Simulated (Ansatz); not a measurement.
BH3OCl3F: several calculations on one system

### Relaxation

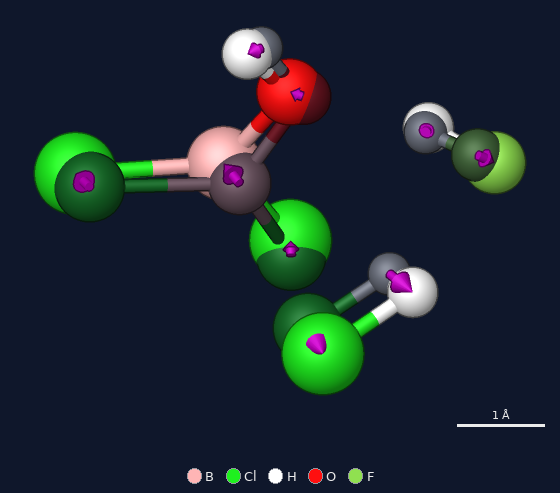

A relaxation of BH₃OCl₃F (started from a transition state, displaced along its imaginary mode). The starting structure is drawn faded, the final one solid; purple arrows show the displacements, at their true length. The two geometries are superimposed by the best rigid fit.

Style: ball-and-stick. Shown at a tilt.

All numbers below come from RKS PBE0-D4/def2-TZVP in Ansatz. (force threshold 0.005 eV/Å; at most 200 steps)

Question: Which element moves most?

Answer: Chlorine: up to 0.68 Å, against 0.44 Å for hydrogen.

Question: What did the optimiser do to the structure, and how much energy did it gain?

Answer: After 12 accepted moves (13 points after the start) the energy has fallen by 251.2 kJ/mol. The largest force component goes from 20 to 0.0035 eV/Å. The line search rejected the trial step at point 10 of the run. A Cl atom moves most after the best rigid fit: 0.68 Å. Largest moves by element: Cl 0.68 Å, H 0.44 Å, B 0.38 Å, F 0.27 Å, O 0.16 Å. Near-neighbour distances that change, for instance: B–Cl 2.494 → 3.525 Å, F–H 0.750 → 0.941 Å, Cl–H 1.136 → 1.293 Å, B–Cl 1.779 → 1.747 Å. Bond angles that change, for instance: Cl–B–Cl 119.5° → 121.6°.

### Relaxation

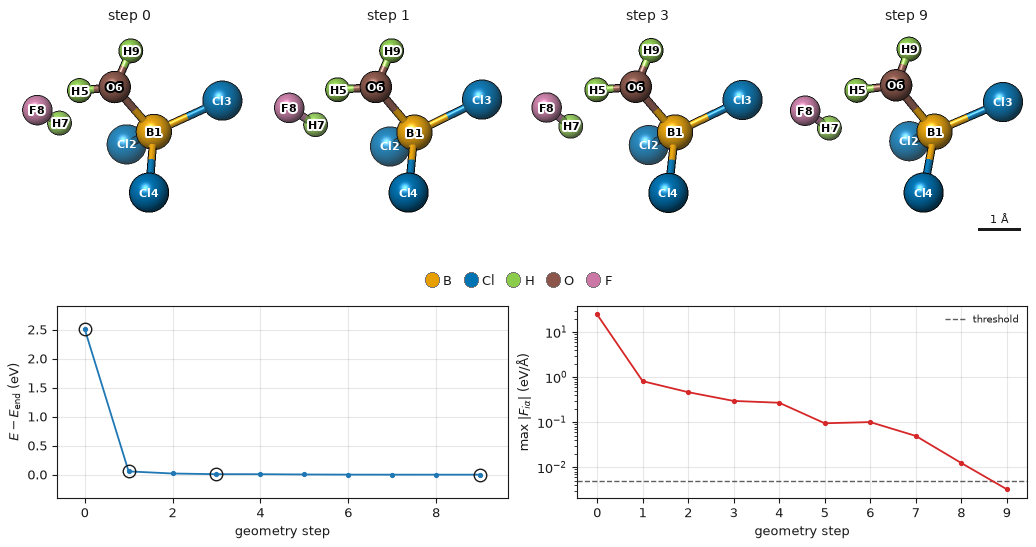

Frames of a relaxation of BH3OCl3F (started from a transition state, displaced along its imaginary mode), marked on the history of the run. Style: ball-and-stick. Shown at a tilt.

All numbers below come from RKS PBE0-D4/def2-TZVP (Ansatz 0.2.0). (force threshold 0.005 eV/Å; at most 200 steps)

What happens along the run?

Answer. The energy falls by 2.510 eV in 9 geometry steps. Largest force component: 25 eV/Å at the start, 0.0033 eV/Å at the end. F8 moves most after the best rigid fit: 0.25 Å. Largest moves by element: F 0.25 Å, H 0.24 Å, Cl 0.17 Å, O 0.11 Å, B 0.09 Å. Near-neighbour distances that change, for instance: Cl2–H7 1.819 → 2.044 Å, H7–F8 0.735 → 0.953 Å, H5–O6 0.936 → 0.995 Å, B1–Cl2 1.822 → 1.876 Å. Bond angles that change, for instance: B1–O6–H5 108.4° → 111.4°, H5–O6–H9 112.7° → 110.1°. The run took 27 s on 8 threads of Arm Neoverse V2, on a shared host. From step 0 to 1: F8 moves most (0.20 Å), energy −2.453 eV. From step 1 to 3: H7 moves most (0.11 Å), energy −0.048 eV. From step 3 to 9: H9 moves most (0.11 Å), energy −0.008 eV.

| step | E − E(0), eV | largest force component, eV/Å |
| --- | --- | --- |
| 0 | 0.0000 | 24.6609 |
| 1 | -2.4532 | 0.8172 |
| 2 | -2.4895 | 0.4660 |
| 3 | -2.5014 | 0.2977 |
| 4 | -2.5017 | 0.2714 |
| 5 | -2.5064 | 0.0952 |
| 6 | -2.5089 | 0.1010 |
| 7 | -2.5096 | 0.0499 |
| 8 | -2.5097 | 0.0125 |
| 9 | -2.5097 | 0.0033 |

### Reaction

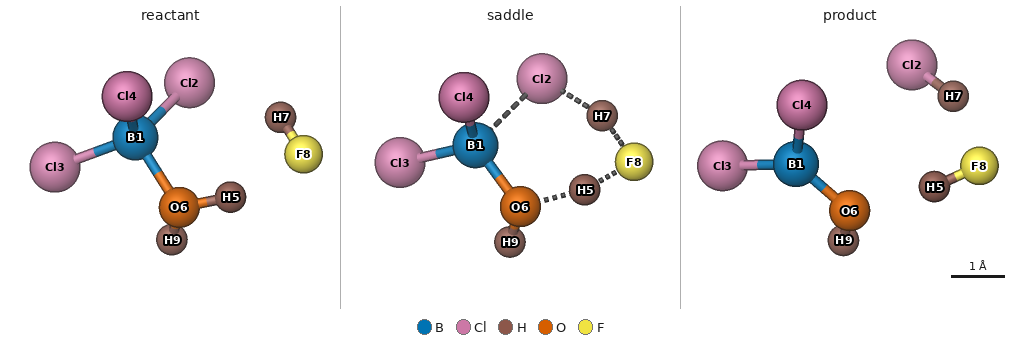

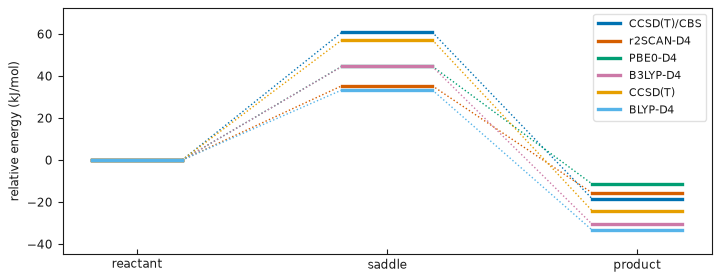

A reaction step of BH$_{3}$OCl$_{3}$F, with its energy diagram. A ball-and-stick model, seen face on. Dashed sticks mark bonds that form or break.

Stationary points at PBE0-D4/def2-TZVP, single-point energies with CCSD(T)/CBS, r2SCAN-D4, PBE0-D4, B3LYP-D4, CCSD(T), BLYP-D4 (def2-TZVPP where no basis is named; Ansatz 0.2.0). The energies are electronic, without zero-point or thermal terms, and both ends are the minima reached downhill from the saddle, with any fragments still in contact. CCSD(T)/CBS stands for a frozen-core estimate: MP2 correlation extrapolated from def2-TZVPP and def2-QZVPP, CCSD(T) minus MP2 from the smaller set.

> Describe the step and its energetics.

Counted by bonded pieces, the reactant holds BH₂Cl₃O + HF and the product holds BHCl₂O + HCl + HF. From the reactant over the saddle to the product, bonds form: Cl2–H7 (2.04 → 1.48 → 1.29 Å), H5–F8 (1.62 → 1.09 → 0.94 Å). Bonds break: B1–Cl2 (1.88 → 2.16 → 3.53 Å), H5–O6 (1.00 → 1.26 → 1.71 Å), H7–F8 (0.95 → 1.23 → 1.91 Å). The saddle has one imaginary mode, 862i cm⁻¹. With CCSD(T)/CBS the barrier is 61.0 kJ/mol from the reactant and 79.4 kJ/mol from the product, and the product lies 18.4 kJ/mol below the reactant.

```tsv
level	barrier from the reactant (kJ/mol)	barrier from the product (kJ/mol)	the product less the reactant (kJ/mol)
CCSD(T)/CBS	61.0	79.4	−18.4
r2SCAN-D4	35.4	51.1	−15.6
PBE0-D4	44.7	56.1	−11.4
B3LYP-D4	44.6	75.2	−30.6
CCSD(T)	57.3	81.4	−24.1
BLYP-D4	33.4	66.8	−33.3
```

Against CCSD(T)/CBS, CCSD(T) comes closest on the barrier from the reactant (−3.7 kJ/mol) and BLYP-D4 misses most (−27.5 kJ/mol).
